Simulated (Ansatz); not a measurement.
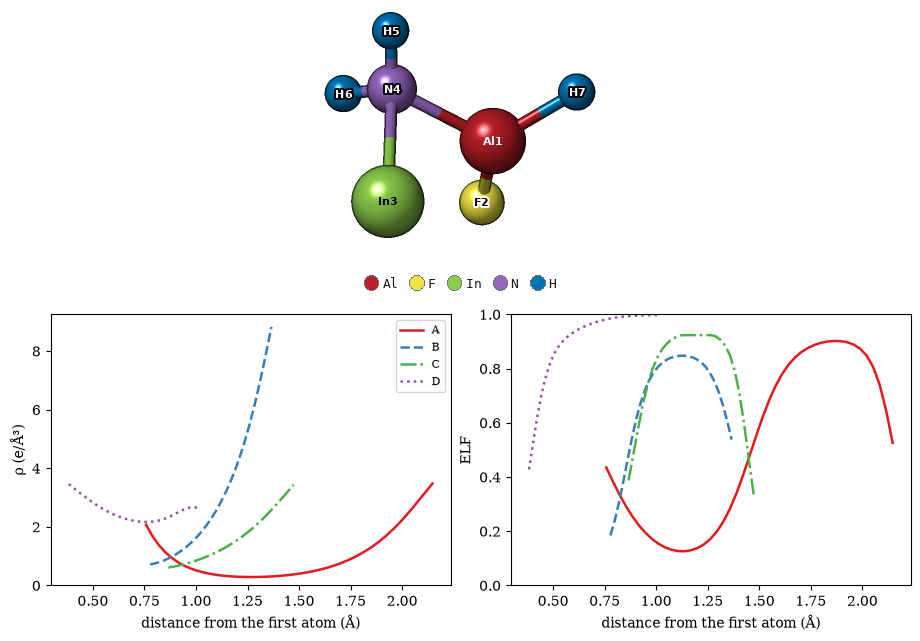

*AlFH3InN (doublet). Electron density and electron localisation function along straight lines between neighbouring atoms. The curves leave out the atomic cores. The structure is drawn too.*

Geometry: r2SCAN-D4/def2-SVP; core potentials replace the inner electrons of In.

Computed with isolated molecule in a Gaussian basis; Kohn-Sham density functional theory, functional PBE0 (Ansatz 0.2.0).

```yaml
atoms:
  - { symbol: Al, position_ang: [0.1646, 1.8638, 0.3316] }
  - { symbol: F, position_ang: [-1.2593, 2.1382, 1.1812] }
  - { symbol: In, position_ang: [-0.4326, 1.4071, -2.4849] }
  - { symbol: N, position_ang: [0.1672, 0.1356, -0.3870] }
  - { symbol: H, position_ang: [1.0372, -0.3906, -0.4840] }
  - { symbol: H, position_ang: [-0.5642, -0.5242, -0.1146] }
  - { symbol: H, position_ang: [1.5383, 2.4876, 0.8185] }
```

### Which curve belongs to which contact (Al–F, Al–N, In–N and N–H)? The first atom named is at distance zero.

Curve A: In–N (2.53 Å): ρ is about 0.29 e/Å³ halfway; the ELF peaks at about 0.90 in the valence shell of N, 0.7 Å from its nucleus, and drops to about 0.15 between the two atoms. Curve B: Al–F (1.68 Å): ρ at the midpoint is about 0.84 e/Å³; the ELF peaks at about 0.85 in the valence shell of F, 0.5 Å from its nucleus, and is about 0.40 at the midpoint. Curve C: Al–N (1.87 Å): the density is about 0.71 e/Å³ at the midpoint; the ELF peaks at about 0.90 between the atoms, as expected for a polar covalent bond. Curve D: N–H (1.02 Å): ρ at the midpoint is about 2.8 e/Å³; the ELF climbs to about 1 towards the hydrogen, as it does in any bond to H: an ordinary covalent bond to hydrogen.
